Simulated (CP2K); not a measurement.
**GFN2-xTB run of SiH2SO (SMILES O[Si]S)**

Aim: the vertical electron affinity of SiH2SO at GFN2-xTB, from 2 runs. 

Program for the calculation: CP2K 2026.2.

3 further runs of the same task are left out: 1 that didn't finish, 2 set aside as unsound or not needed.

### 1 The system as given

The species is SiH2SO (5 atoms), meant as a singlet with charge 0. SMILES: `O[Si]S`. The coordinates come from a PBE0-D4/def2-TZVP relaxation. This is one conformer, not always the lowest.

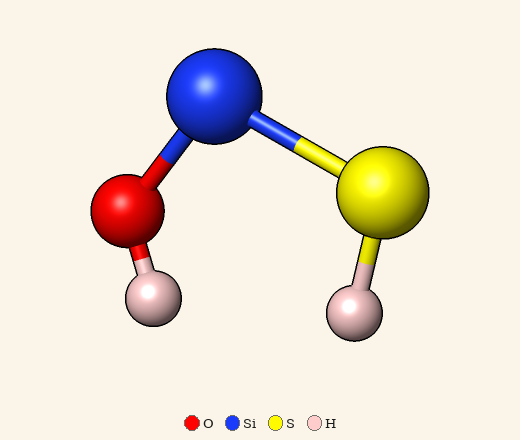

Viewed from a chosen angle; oxygen red, silicon blue, sulfur yellow, hydrogen pink.

### 2 Energy and forces at GFN2-xTB

The input, molecule.inp:

```
&FORCE_EVAL
 METHOD QUICKSTEP
 &DFT
  CHARGE 0
  MULTIPLICITY 1
  # Quickstep
  &QS
   METHOD XTB
   EPS_DEFAULT 1.0E-10
   &XTB
    GFN_TYPE TBLITE
    &TBLITE
     METHOD GFN2
    &END TBLITE
    CHECK_ATOMIC_CHARGES F
   &END XTB
  &END QS
  &POISSON
   PERIODIC NONE
   POISSON_SOLVER ANALYTIC
  &END POISSON
  # self-consistent field
  &SCF
   SCF_GUESS ATOMIC
   EPS_SCF 1.0E-07
   MAX_SCF 150
   ADDED_MOS 4
   &DIAGONALIZATION
    ALGORITHM STANDARD
   &END DIAGONALIZATION
   &MIXING
    METHOD DIRECT_P_MIXING
    ALPHA 0.4
   &END MIXING
   &SMEAR ON
    METHOD FERMI_DIRAC
    ELECTRONIC_TEMPERATURE [K] 300
   &END SMEAR
  &END SCF
  &PRINT
   &MOMENTS
    PERIODIC F
    REFERENCE COM
    MAX_MOMENT 1
   &END MOMENTS
   &MO ON
    ENERGIES T
    OCCUPATION_NUMBERS T
    NDIGITS 6
    &EACH
     QS_SCF 0
    &END EACH
    ADD_LAST NUMERIC
   &END MO
   &HIRSHFELD OFF
   &END HIRSHFELD
  &END PRINT
 &END DFT
 &SUBSYS
  &CELL
   ABC [angstrom] 10.7 10.4 8.7
   PERIODIC NONE
  &END CELL
  &COORD
   O     -1.194700    -0.658900    -0.325800
   Si    -0.956800     0.951300    -0.079500
   S      1.167700     1.118600     0.360300
   H     -0.489400    -1.308100    -0.267200
   H      1.523000    -0.176500     0.270700
  &END COORD
  &TOPOLOGY
   &CENTER_COORDINATES
   &END CENTER_COORDINATES
  &END TOPOLOGY
 &END SUBSYS
 # extra output
 &PRINT
  &FORCES ON
  &END FORCES
 &END PRINT
&END FORCE_EVAL

&GLOBAL
 PROJECT molecule
 RUN_TYPE ENERGY_FORCE
 PRINT_LEVEL MEDIUM
&END GLOBAL
```

On the command line:

```console
$ OMP_NUM_THREADS=1 cp2k.psmp molecule.inp > molecule.out
```

The program printed (excerpt; [...] marks lines left out):

```text
CP2K| version string:                                       CP2K version 2026.2
[...]
 GLOBAL| Method name                                                        CP2K
[...]
 GLOBAL| Run type                                                   ENERGY_FORCE
[...]
                             - Atoms:                                          5
[...]
                             - Spherical basis functions:                     24
[...]
 Number of electrons:                                                         18
[...]
  *** SCF run converged in    20 steps ***
[...]
  Fermi energy:                                                -0.28497781882678
[...]
 TB_DIPOLE| Moment [Debye]         -1.66336859      -0.72132176      -0.41718871
 TB_DIPOLE| Derivative [a.u.]       0.00000000       0.00000000       0.00000000
[...]
 ENERGY| Total FORCE_EVAL ( QS ) energy [hartree]            -10.085582682532358
 FORCES| Atomic forces [hartree/bohr]
 FORCES|   Atom     x               y               z               |f|
 FORCES|      1  7.87779508E-03  1.64938721E-02  3.59557831E-03   1.86288930E-02
 FORCES|      2 -9.21641743E-03 -1.34614079E-02 -3.48538038E-03   1.66823179E-02
 FORCES|      3  4.93882195E-03 -5.93900922E-03  2.42919728E-04   7.72805297E-03
 FORCES|      4 -2.56698275E-03 -2.20642480E-03 -7.78547705E-04   3.47330497E-03
 FORCES|      5 -1.03321684E-03  5.11296982E-03  4.25430051E-04   5.23364005E-03
 FORCES| Sum     6.07153217E-18  7.63278329E-17 -3.83265468E-17
 FORCES| Total atomic force                                       8.56254972E-17
[...]
```

Wall time 0.2 s (1 thread of Arm Neoverse V2, shared host).

### 3 The doublet anion

The input, qs.inp:

```
&GLOBAL
 PROJECT_NAME qs
 RUN_TYPE ENERGY_FORCE
 PRINT_LEVEL MEDIUM
&END GLOBAL

&FORCE_EVAL
 METHOD QS
 &DFT
  CHARGE -1
  MULTIPLICITY 2
  LSD T
  ! Quickstep
  &QS
   METHOD XTB
   EPS_DEFAULT 1.0E-10
   &XTB
    GFN_TYPE TBLITE
    &TBLITE
     METHOD GFN2
    &END TBLITE
    CHECK_ATOMIC_CHARGES F
   &END XTB
  &END QS
  &POISSON
   PERIODIC NONE
   POISSON_SOLVER ANALYTIC
  &END POISSON
  ! self-consistent field
  &SCF
   SCF_GUESS ATOMIC
   EPS_SCF 1.0E-07
   MAX_SCF 150
   ADDED_MOS 4
   &DIAGONALIZATION
    ALGORITHM STANDARD
   &END DIAGONALIZATION
   &MIXING
    METHOD DIRECT_P_MIXING
    ALPHA 0.4
   &END MIXING
   &SMEAR ON
    METHOD FERMI_DIRAC
    ELECTRONIC_TEMPERATURE [K] 300
   &END SMEAR
  &END SCF
  &PRINT
   &MOMENTS
    PERIODIC F
    REFERENCE COM
    MAX_MOMENT 1
   &END MOMENTS
   &MO ON
    ENERGIES T
    OCCUPATION_NUMBERS T
    NDIGITS 6
    &EACH
     QS_SCF 0
    &END EACH
    ADD_LAST NUMERIC
   &END MO
   &HIRSHFELD OFF
   &END HIRSHFELD
  &END PRINT
 &END DFT
 ! structure
 &SUBSYS
  &CELL
   ABC 10.7 10.4 8.7
   PERIODIC NONE
  &END CELL
  &COORD
   O     -1.194700    -0.658900    -0.325800
   Si    -0.956800     0.951300    -0.079500
   S      1.167700     1.118600     0.360300
   H     -0.489400    -1.308100    -0.267200
   H      1.523000    -0.176500     0.270700
  &END COORD
  &TOPOLOGY
   &CENTER_COORDINATES
   &END CENTER_COORDINATES
  &END TOPOLOGY
 &END SUBSYS
 ! extra output
 &PRINT
  &FORCES ON
  &END FORCES
 &END PRINT
&END FORCE_EVAL
```

On the command line:

```console
$ OMP_NUM_THREADS=1 cp2k.psmp -i qs.inp -o qs.out
```

The program printed (excerpt; [...] marks lines left out):

```text
CP2K| version string:                                       CP2K version 2026.2
[...]
 GLOBAL| Method name                                                        CP2K
[...]
 GLOBAL| Run type                                                   ENERGY_FORCE
[...]
                             - Atoms:                                          5
[...]
                             - Spherical basis functions:                     24
[...]
 Number of electrons:                                                         10
[...]
  *** SCF run converged in    14 steps ***
[...]
  Fermi energy:                                                -0.00012340211413
[...]
 TB_DIPOLE| Moment [Debye]         -2.00239047       0.03547357      -0.39050797
 TB_DIPOLE| Derivative [a.u.]       0.00000000       0.00000000       0.00000000
[...]
 ENERGY| Total FORCE_EVAL ( QS ) energy [hartree]            -10.217232475115699
 FORCES| Atomic forces [hartree/bohr]
 FORCES|   Atom     x               y               z               |f|
 FORCES|      1 -2.70672643E-03 -3.06259938E-02 -4.32648054E-03   3.10482898E-02
 FORCES|      2 -3.10375862E-02  2.94099301E-02 -2.47952870E-03   4.28301741E-02
 FORCES|      3  3.39141148E-02 -4.24911434E-03  6.16364377E-03   3.47305724E-02
 FORCES|      4  6.55551748E-04  1.15749564E-03  2.71745264E-04   1.35771490E-03
 FORCES|      5 -8.25353927E-04  4.30768234E-03  3.70620206E-04   4.40166964E-03
 FORCES| Sum     4.38017678E-17 -8.67361738E-18  2.09251019E-17
 FORCES| Total atomic force                                       4.93121323E-17
[...]
```

Wall time 0.22 s (1 thread of Arm Neoverse V2, shared host).

### 4 Outcome

Level: GFN2-xTB.

```
                                                 quantity         value
                             singlet SiH2SO: total energy  -10.08558 Eh
singlet SiH2SO: dipole moment (from atomic charges alone)        1.86 D
                              singlet SiH2SO: HOMO energy      -9.81 eV
                              singlet SiH2SO: LUMO energy      -6.86 eV
                            singlet SiH2SO: HOMO–LUMO gap       2.96 eV
                 singlet SiH2SO: largest force on an atom    0.958 eV/Å
                              doublet anion: total energy  -10.21723 Eh
        doublet anion: HOMO energy (highest over α and β)      -0.37 eV
         doublet anion: LUMO energy (lowest over α and β)       0.36 eV
                  doublet anion: largest force on an atom    2.202 eV/Å
        vertical electron affinity (to the doublet anion)      3.582 eV
```

At fixed nuclei the extra electron is bound by 3.58 eV (83 kcal/mol). The largest force (singlet SiH2SO) is 0.96 eV/Å: the shape isn't a stationary point for this species at this level. A minimal valence basis can't be trusted even for the sign of an electron affinity. xTB total energies overstate such differences by several eV unless an empirical shift is taken off; none is applied here. The dipole (singlet SiH2SO) comes from point charges on the atoms alone, without atomic dipoles, so it is partial.
